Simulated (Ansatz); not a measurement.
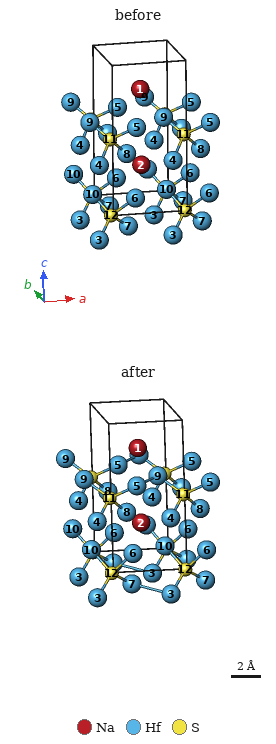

The structure of crystalline NaHf4S (a generated structure, set up in P1) (coarse preliminary run) before (top) and after (bottom) a relaxation, at one scale.

The picture is a ball-and-stick view of the cell of the calculation, seen slightly off an axis.

Method: DFT PBE, scalar-relativistic, plane waves, PAW in Ansatz 0.2.0. Settings: plane-wave cutoff 420 eV; k-point mesh 4 × 4 × 2; occupations gaussian; smearing width 0.2 eV; no spin polarisation; cell and atoms relaxed; force threshold 0.025 eV/Å; at most 60 steps.

> What changed between the two?

The run was cut off at its time limit before the relaxation converged, so the last structure is only a point on the way. Over 2 geometry steps the energy falls by 479 meV per atom. The largest force component goes from 11 to 1.4 eV/Å. Pressure: 7.33 GPa at the start and 2.94 GPa at the end. The largest move relative to the cell is that of Hf9, 0.27 Å roughly along −a. Largest moves by element: Hf 0.27 Å, S 0.14 Å, Na 0.06 Å. The drawn cell changes as follows: a 5.386 → 5.380 Å (−0.1 %), b 5.496 → 5.547 Å (+0.9 %), c 10.912 → 10.821 Å (−0.8 %), α 87.9° → 87.2°, β 89.9° → 92.3°, γ 90.1° → 89.2°; the volume changes by −0.2 %. Some distances before and after: Hf3–Hf7 3.542 → 3.116 Å, Hf9–S11 1.888 → 2.255 Å, Hf5–Hf9 3.367 → 3.043 Å, Hf6–Hf8 3.678 → 3.372 Å. Among the angles between lasting bonds that change: Hf3–S12–Hf6 107.4° → 120.6°, Hf4–S11–Hf9 109.6° → 101.0°, Hf4–S11–Hf5 102.5° → 110.4°. The space group stays P1 (No. 1). The run took 4.7 min on 1 thread of Intel(R) Xeon(R) Platinum 8488C (Sapphire Rapids), on a shared host, peak memory 1.1 GiB.
